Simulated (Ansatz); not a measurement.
# C₂H₉FSi₂: how energies converge with the basis set

How large a basis does C₂H₉FSi₂ need? Two functionals are run in growing sets.

Computed with Ansatz 0.2.0, Gaussian basis. Level: one geometry, several basis sets.

Levels to be run: PBE0-D4/def2-SVP; ωB97M-V/def2-SVP; PBE0-D4/def2-QZVPP; ωB97M-V/def2-QZVPP; the functionals' def2-TZVPP values are taken from earlier runs.

**1. The relaxed structure**

All runs share one geometry, relaxed beforehand with PBE0-D4 in a triple-zeta def2 set.

SMILES `CC[SiH](F)[SiH3]`, 14 atoms, charge 0, spin multiplicity 1.

Atoms are counted from 1 here; the program's logs count them from 0.

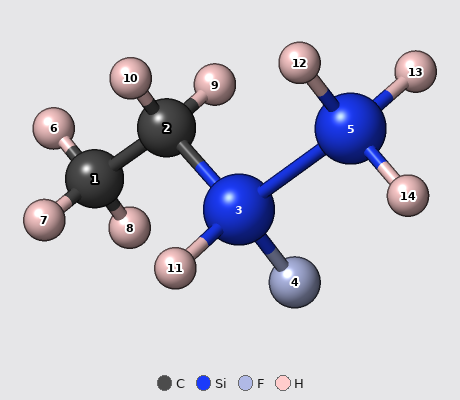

The geometry (carbon dark grey, silicon blue, fluorine light blue, hydrogen pink); atoms are numbered from 1 in the order of the file.

**2. PBE0-D4 in def2-SVP**

in.yaml reads:

```yaml
crystal:
  periodic: [false, false, false]
  atoms:
    - {symbol: C, position_ang: [-1.456425, 1.652832, 0.711828]}
    - {symbol: C, position_ang: [-0.157363, 0.854729, 0.620561]}
    - {symbol: Si, position_ang: [-0.254098, -0.606048, -0.536010]}
    - {symbol: F, position_ang: [-0.644260, -0.075597, -2.007532]}
    - {symbol: Si, position_ang: [1.773717, -1.777901, -0.678272]}
    - {symbol: H, position_ang: [-1.358079, 2.496573, 1.399169]}
    - {symbol: H, position_ang: [-2.281335, 1.030774, 1.068173]}
    - {symbol: H, position_ang: [-1.745115, 2.052310, -0.262825]}
    - {symbol: H, position_ang: [0.669143, 1.497981, 0.298979]}
    - {symbol: H, position_ang: [0.129037, 0.467596, 1.606372]}
    - {symbol: H, position_ang: [-1.355022, -1.516370, -0.109774]}
    - {symbol: H, position_ang: [2.126244, -2.301744, 0.671008]}
    - {symbol: H, position_ang: [2.869572, -0.879367, -1.133474]}
    - {symbol: H, position_ang: [1.670882, -2.924867, -1.619404]}
basis:
  gaussian: {orbitals: def2-SVP}
hamiltonian: {xc: pbe0, dispersion: d4}
output: {orbitals: {seedname: orbitals}}
```

On the command line:

```bash
ansatz run in.yaml --threads 4 --pin off --events-out ev --progress --plain --max-ram 10444MiB
```

Log:

```text
Functional definition: PBE0
  name "PBE0"
  cite "Adamo & Barone, J. Chem. Phys. 110, 6158 (1999) doi:10.1063/1.478522"
  cite "Perdew, Burke & Ernzerhof, Phys. Rev. Lett. 77, 3865 (1996) doi:10.1103/PhysRevLett.77.3865"
  parent pbe
  parameter a = 0.25
  parameter kappa = 0.804
  parameter beta = 0.06672455060314922
  exchange = (1 - a)*pbe_x(kappa = kappa, mu = beta*pi^2/3) + a*exact_x
  correlation = pbe_c(beta = beta)
1378 factors; their error is unknown
mean field evaluation 1: about -20667.7079 eV, gradient 5.2e1 eV
mean field evaluation 2: about -20664.3905 eV, gradient 6.4e1 eV
mean field evaluation 4: about -20673.7419 eV, gradient 2.5e0 eV
mean field evaluation 8: about -20673.7529 eV, gradient 2.7e-2 eV
mean field evaluation 16: about -20673.8447 eV, gradient 7.6e-5 eV
mean field -20673.84466687 eV, -759.7497782723 hartree, gradient 7.6e-5 eV, S^2 0.000000; 0 other end points of the search recorded, 0 dependent functions left out
reference -20673.84469765 eV, -759.7497794034 hartree; 29, 29 occupied and 94, 94 virtual orbitals, 1378 factors
Total energy: -20674.09598877 eV, -759.7590141817 hartree
```

Run time: 1.4 s. Hardware: 4 threads of Intel Xeon Platinum 8175M at 2.50GHz, shared host; peak memory 0.31 GiB.

**3. ωB97M-V in def2-SVP**

Edit in.yaml of step 2 so:

```diff
@@ -19,3 +19,3 @@
   gaussian: {orbitals: def2-SVP}
-hamiltonian: {xc: pbe0, dispersion: d4}
+hamiltonian: {xc: {name: wB97M-V}}
 output: {orbitals: {seedname: orbitals}}
```

The command is unchanged.

Log, cut to the lines that bear on the results:

```text
Functional definition: wB97M-V
  name "wB97M-V"
  cite "Mardirossian & Head-Gordon, J. Chem. Phys. 144, 214110 (2016) doi:10.1063/1.4952647"
  cite "Becke, J. Chem. Phys. 107, 8554 (1997) doi:10.1063/1.475007"
  cite "Vydrov & Van Voorhis, J. Chem. Phys. 133, 244103 (2010) doi:10.1063/1.3521275"
  # Of w^i u^j: cxij and so on, Table III.
[...]
  gx(w, u) = 1 - cx + cx01*u + cx10*w
  gss(w, u) = css00 + css04*u^4 + css10*w + css20*w^2 + css43*w^4*u^3
  gos(w, u) = cos00 + cos10*w + (cos20 + cos21*u)*w^2 + (cos60 + cos61*u)*w^6
[...]
      + integral(e_c_pw_mod_opposite_spin*gos(b97_w_opposite, b97_u_opposite)) + vv10(b, c)
1378 factors; their error is unknown
406 factors; integrals over basis functions are off by at most 7.0e-6 eV
[...]
mean field -20682.10786144 eV, -760.0534450716 hartree, gradient 1.9e-5 eV, S^2 0.000000; 0 other end points of the search recorded, 0 dependent functions left out
reference -20682.10791092 eV, -760.0534468899 hartree; 29, 29 occupied and 94, 94 virtual orbitals, 1378 factors
Total energy: -20682.10791092 eV, -760.0534468899 hartree
```

It took 4.5 s on 4 threads of Intel Xeon Platinum 8175M at 2.50GHz, shared host; peak memory 0.43 GiB.

**4. PBE0-D4 in def2-QZVPP**

Edit in.yaml of step 3 so:

```diff
@@ -18,4 +18,4 @@
 basis:
-  gaussian: {orbitals: def2-SVP}
-hamiltonian: {xc: {name: wB97M-V}}
+  gaussian: {orbitals: "def2-QZVPP.json"}
+hamiltonian: {xc: pbe0, dispersion: d4}
 output: {orbitals: {seedname: orbitals}}
```

Same command.

Log:

```text
Functional definition: PBE0
  name "PBE0"
  cite "Adamo & Barone, J. Chem. Phys. 110, 6158 (1999) doi:10.1063/1.478522"
  cite "Perdew, Burke & Ernzerhof, Phys. Rev. Lett. 77, 3865 (1996) doi:10.1103/PhysRevLett.77.3865"
  parent pbe
  parameter a = 0.25
  parameter kappa = 0.804
  parameter beta = 0.06672455060314922
  exchange = (1 - a)*pbe_x(kappa = kappa, mu = beta*pi^2/3) + a*exact_x
  correlation = pbe_c(beta = beta)
1861 factors; their error is unknown
mean field evaluation 1: about -20677.1708 eV, gradient 6.5e1 eV
mean field evaluation 2: about -20670.6313 eV, gradient 8.3e1 eV
mean field evaluation 4: about -20686.1125 eV, gradient 3.7e0 eV
mean field evaluation 8: about -20686.1329 eV, gradient 4.8e-2 eV
mean field evaluation 16: about -20686.1437 eV, gradient 1.7e-5 eV
mean field -20686.14365118 eV, -760.2017576089 hartree, gradient 1.7e-5 eV, S^2 0.000000; 0 other end points of the search recorded, 0 dependent functions left out
reference -20686.14370044 eV, -760.2017594194 hartree; 29, 29 occupied and 552, 552 virtual orbitals, 1861 factors
Total energy: -20686.39499156 eV, -760.2109941976 hartree
```

Wall time 13 s (4 threads of Intel Xeon Platinum 8175M at 2.50GHz, shared host); peak memory 2.6 GiB.

**5. ωB97M-V in def2-QZVPP**

Edit in.yaml of step 4 so:

```diff
@@ -19,3 +19,3 @@
   gaussian: {orbitals: "def2-QZVPP.json"}
-hamiltonian: {xc: pbe0, dispersion: d4}
+hamiltonian: {xc: {name: wB97M-V}}
 output: {orbitals: {seedname: orbitals}}
```

Same command.

Log, cut to the lines that bear on the results:

```text
Functional definition: wB97M-V
  name "wB97M-V"
  cite "Mardirossian & Head-Gordon, J. Chem. Phys. 144, 214110 (2016) doi:10.1063/1.4952647"
  cite "Becke, J. Chem. Phys. 107, 8554 (1997) doi:10.1063/1.475007"
  cite "Vydrov & Van Voorhis, J. Chem. Phys. 133, 244103 (2010) doi:10.1063/1.3521275"
  # Of w^i u^j: cxij and so on, Table III.
[...]
  gx(w, u) = 1 - cx + cx01*u + cx10*w
  gss(w, u) = css00 + css04*u^4 + css10*w + css20*w^2 + css43*w^4*u^3
  gos(w, u) = cos00 + cos10*w + (cos20 + cos21*u)*w^2 + (cos60 + cos61*u)*w^6
[...]
      + integral(e_c_pw_mod_opposite_spin*gos(b97_w_opposite, b97_u_opposite)) + vv10(b, c)
1821 factors; their error is unknown
471 factors; integrals over basis functions are off by at most 8.6e-6 eV
[...]
mean field -20694.63993971 eV, -760.5139904535 hartree, gradient 3.8e-5 eV, S^2 0.000000; 0 other end points of the search recorded, 0 dependent functions left out
reference -20694.64001900 eV, -760.5139933674 hartree; 29, 29 occupied and 552, 552 virtual orbitals, 1821 factors
Total energy: -20694.64001900 eV, -760.5139933674 hartree
```

Run time: 26 s. Hardware: 4 threads of Intel Xeon Platinum 8175M at 2.50GHz, shared host; peak memory 2.8 GiB.

**6. Functionals by basis**

The def2-TZVPP values come from earlier runs at the same geometry.

```csv
functional,basis,functions,energy (eV),from the largest (eV),HOMO (eV),LUMO (eV)
PBE0-D4,def2-SVP,123,-20674.0960,12.299,-7.97,0.07
PBE0-D4,def2-TZVPP,303,-20685.5775,0.818,-7.96,-0.23
PBE0-D4,def2-QZVPP,581,-20686.3950,0.000,-7.96,-0.31
ωB97M-V,def2-SVP,123,-20682.1079,12.532,-10.00,1.97
ωB97M-V,def2-TZVPP,303,-20693.8675,0.773,-10.02,1.54
ωB97M-V,def2-QZVPP,581,-20694.6400,0.000,-10.02,1.30
```

**7. Outcome**

| quantity | value |
| --- | --- |
| PBE0-D4: double and triple zeta above quadruple | 12.30, 0.82 eV |
| ωB97M-V: double and triple zeta above quadruple | 12.53, 0.77 eV |

In words: PBE0-D4 gains 11.48 eV from double to triple zeta, then 0.82 eV more. Total energies overstate the basis error of differences, where much of it tends to cancel. The LUMO of ωB97M-V is positive and keeps falling with the basis (1.97 to 1.30 eV): an unbound level that the basis holds in place.

For PBE0-D4 the largest set took about 9 times as long as the smallest (13 s against 1.4 s).
